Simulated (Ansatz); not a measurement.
# Calculations on CH7BO

### Relaxation

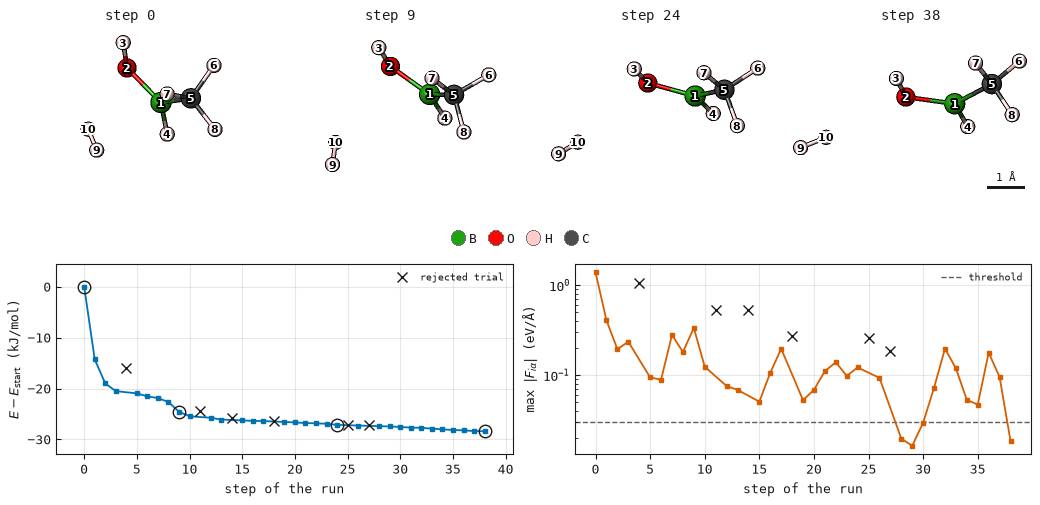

Frames of a relaxation of CH$_{7}$BO, marked on the history of the run. Style: ball-and-stick. Shown at a tilt.

The run prepares an end point of a later path (reaction) calculation, from a guessed geometry.

All numbers below come from RKS B3LYP-D4/cc-pVDZ (Ansatz 0.2.0).

Input file:
```yaml
crystal:
  periodic: [false, false, false]
  atoms:
    - { symbol: B, position_ang: [-0.06406, -0.218745, 0.126864] }
    - { symbol: O, position_ang: [-0.083191, -0.43707, 1.496161] }
    - { symbol: H, position_ang: [-0.981774, -0.446044, 1.857784] }
    - { symbol: H, position_ang: [1.040647, -0.226047, -0.357285] }
    - { symbol: C, position_ang: [-1.382477, -0.076914, -0.72141] }
    - { symbol: H, position_ang: [-1.956428, -1.023887, -0.673563] }
    - { symbol: H, position_ang: [-2.051299, 0.706674, -0.321078] }
    - { symbol: H, position_ang: [-1.199973, 0.138726, -1.78478] }
    - { symbol: H, position_ang: [0.192837, 2.131202, 0.538048] }
    - { symbol: H, position_ang: [0.222819, 1.732905, 1.134158] }
basis:
  gaussian: { orbitals: cc-pVDZ }
hamiltonian:
  xc: b3lyp
  dispersion: d4
relax:
  f_tol: 0.03
  max_steps: 50
```

Command:
```bash
ansatz run input.yaml --threads 1 --pin off --max-ram 2048MiB --backend cpu --events-out ev --progress --plain --runs-dir out
```

What happens along the run?

Answer. The energy falls by 28.4 kJ/mol in 32 accepted moves (38 points after the start). The largest force component goes from 1.4 to 0.019 eV/Å. The line search rejected the trial steps at points 4, 11, 14, 18, 25, 27 of the run. The forces were under the threshold at step 28, but the run went on from there. The atom that moves furthest after the best rigid fit is H9 (2.30 Å). By element the largest moves are H 2.30 Å, O 1.08 Å, C 0.70 Å, B 0.45 Å. Some distances before and after: H9–H10 0.718 → 0.763 Å, B1–O2 1.387 → 1.362 Å, C5–H8 1.100 → 1.106 Å. Bond angles that change, for instance: B1–C5–H8 113.5° → 109.7°, B1–C5–H7 112.1° → 115.0°, H6–C5–H7 106.1° → 108.2°. Groups turn about B1–C5 by about 55°. The run took 73 s on 1 thread of Arm Neoverse V2 (shared host), peak memory 0.13 GiB. From step 0 to 9: H9 moves most (0.82 Å), energy −24.5 kJ/mol. From step 9 to 24: H9 moves most (0.95 Å), energy −2.59 kJ/mol. From step 24 to 38: H9 moves most (0.89 Å), energy −1.27 kJ/mol.

Limits of the set-up: the start holds two separate molecules, 2.2 Å apart at their closest, whose relative position is a soft coordinate.

### Relaxation

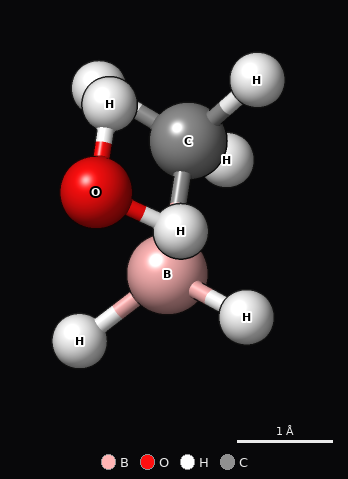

CH$_{7}$BO, before the relaxation. A ball-and-stick model, seen from a free direction.

The run prepares an end point of a later path (reaction) calculation, from a guessed geometry.

Level of theory: RKS B3LYP-D4/cc-pVDZ in Ansatz.

Input file:
```yaml
crystal:
  periodic: [false, false, false]
  atoms:
    - { symbol: B, position_ang: [0.107643, 0.405912, -0.415242] }
    - { symbol: O, position_ang: [-0.109672, 0.045811, 2.148493] }
    - { symbol: H, position_ang: [-1.057382, -0.157693, 2.075774] }
    - { symbol: H, position_ang: [1.029415, -0.317481, -0.686429] }
    - { symbol: C, position_ang: [-1.365104, 0.032458, -0.79239] }
    - { symbol: H, position_ang: [-1.593538, -1.035207, -0.650713] }
    - { symbol: H, position_ang: [-2.133327, 0.647458, -0.300249] }
    - { symbol: H, position_ang: [-1.457518, 0.21256, -1.882825] }
    - { symbol: H, position_ang: [0.359813, 1.491161, 0.029168] }
    - { symbol: H, position_ang: [-0.04323, 0.955821, 1.769314] }
basis:
  gaussian: { orbitals: cc-pVDZ }
hamiltonian:
  xc: b3lyp
  dispersion: d4
relax:
  f_tol: 0.03
  max_steps: 50
```

Launched with:
```bash
ansatz run input.yaml --threads 1 --pin off --max-ram 2048MiB --backend cpu --events-out ev --progress --plain --runs-dir out
```

> Predict the outcome.

The largest move after the best rigid fit is that of H10, 0.90 Å. Largest moves by element: H 0.90 Å, O 0.57 Å, B 0.34 Å, C 0.07 Å. Among the contacts that change: B1–O2 2.598 → 1.776 Å, B1–C5 1.565 → 1.592 Å, O2–H10 0.988 → 0.971 Å, B1–H4 1.203 → 1.217 Å. Bond angles that change, for instance: H4–B1–C5 121.5° → 117.2°, C5–B1–H9 120.2° → 116.7°, H4–B1–H9 117.8° → 114.9°. The energy falls by 8.79 kcal/mol in 19 accepted moves (24 points after the start). The largest force component goes from 0.68 to 0.019 eV/Å. The line search rejected the trial steps at points 6, 9, 14, 17, 19 of the run. The forces were under the threshold at step 18, but the run went on from there.

The structure at the end:

```xyz
10

B    -0.0389    0.4423   -0.1146
O    -0.2440   -0.0040    1.5920
H    -0.9890    0.5165    1.9360
H     0.9613   -0.2039   -0.3652
C    -1.3996   -0.0300   -0.7927
H    -1.5713   -1.1185   -0.7282
H    -2.3005    0.4808   -0.4017
H    -1.3583    0.2198   -1.8690
H     0.1383    1.6484   -0.0214
H     0.5392    0.3296    2.0597
```

The end point in the same view:

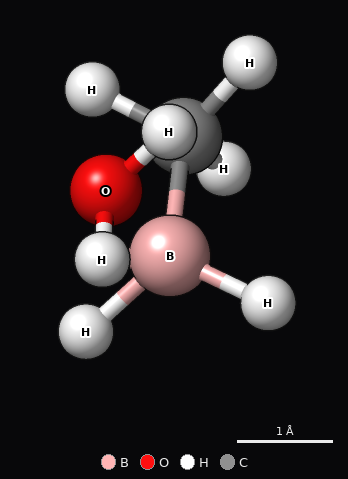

### Path

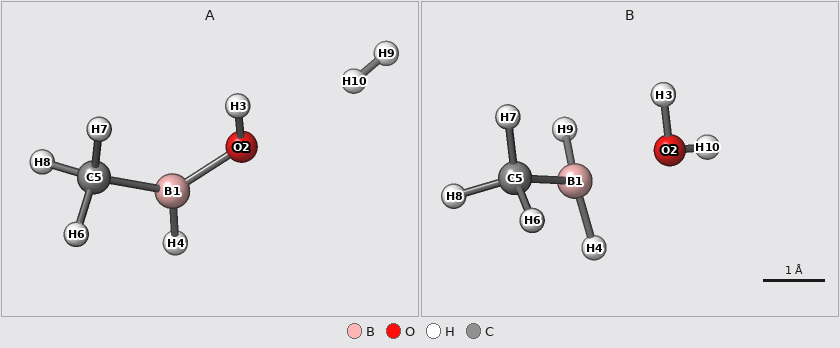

The two relaxed end points of a path for CH7BO, made up at the start of CH$_{5}$BO and H2. Style: ball-and-stick. Shown from a free direction.

All numbers below come from RKS B3LYP-D4/cc-pVDZ (Ansatz 0.2.0).

Run with 9 movable images; climbing image; force threshold 0.05 eV/Å; iteration limit 60.

Start:
```xyz
10

B    -0.3065   -0.3196   -0.1802
O    -0.2738    0.5151    0.8951
H    -1.1563    0.7964    1.1814
H     0.7787   -0.6945   -0.5595
C    -1.6323   -0.7691   -0.8934
H    -1.6976   -1.8723   -0.9175
H    -2.5608   -0.3787   -0.4409
H    -1.6098   -0.4544   -1.9535
H     1.2180    3.0509    2.2471
H     0.9775    2.4070    1.9163
```

End:
```xyz
10

B    -0.0621    0.4556   -0.1539
O    -0.2568    0.3532    1.6083
H    -1.0662    0.8406    1.8352
H     1.0131   -0.1037   -0.2631
C    -1.3403   -0.3072   -0.7182
H    -1.3847   -1.3710   -0.4270
H    -2.3045    0.1619   -0.4434
H    -1.3012   -0.2839   -1.8230
H    -0.0299    1.6671   -0.3157
H     0.4697    0.8683    1.9958
```

> Predict the minimum-energy path and its barrier.

The energy climbs by 42.4 kcal/mol to image 7 and then falls by 21.2 kcal/mol, so the end point sits at +21.2 kcal/mol. Breaking: B1–O2 (1.36 → 1.60 at the top → 1.78 Å), H9–H10 (0.76 → 1.02 at the top → 2.50 Å). Forming: B1–H9 (4.42 → 1.38 at the top → 1.22 Å), O2–H10 (2.49 → 1.27 at the top → 0.97 Å). The band converged in 26 iterations. The largest component of the band force went from 27 to 0.025 eV/Å. The climbing image converged on the top of the path. Its vibrational analysis gives one imaginary mode (1345i cm⁻¹), as a transition state must have.

Energies of the converged images:

```tsv
image	path (Å)	E (kcal/mol)
0	0.00	0.0
1	0.83	0.1
2	1.66	0.3
3	2.49	0.4
4	3.32	0.7
5	4.15	1.8
6	4.98	10.4
7	5.81	42.4
8	6.44	25.0
9	7.08	21.5
10	7.71	21.2
```

The geometry at the top of the path:

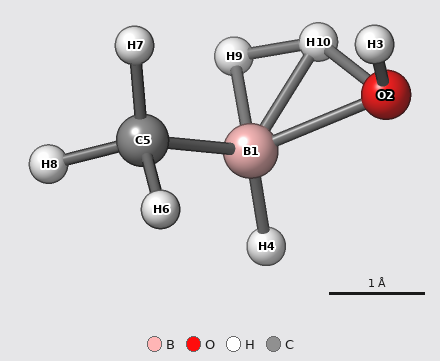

Limits of the set-up: the start holds two separate molecules, 2.5 Å apart at their closest, whose relative position is a soft coordinate.
